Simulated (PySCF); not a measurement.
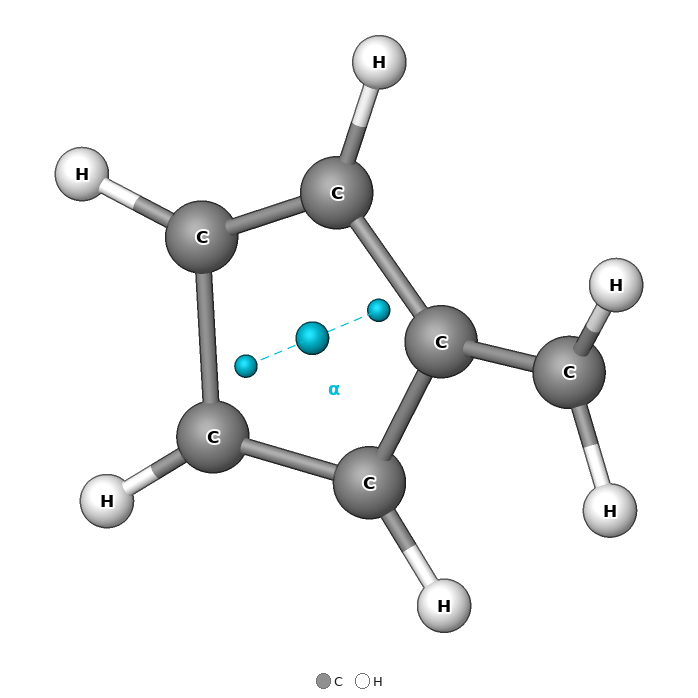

The small points mark where nucleus-independent chemical shifts (NICS) were computed: at the centre of each lettered ring and 1 Å above and below it. Geometry: a frame of a GFN2-xTB molecular-dynamics simulation, not a minimum. Method: GIAO PBE0/pcSseg-1 NMR shielding, non-relativistic, gas phase (PySCF 2.14.0).

Give NICS(0), NICS(1) and the out-of-plane component NICS(1)zz for each ring (means of the two sides).

```
ring  members  NICS(0)  NICS(1)  NICS(1)zz
   α       C5      0.1     −3.9       −5.2
```

Values in ppm.

Question: What do the values say about the ring currents?

Answer: Ring α: weak, as in a non-aromatic ring. NICS is one index among several.
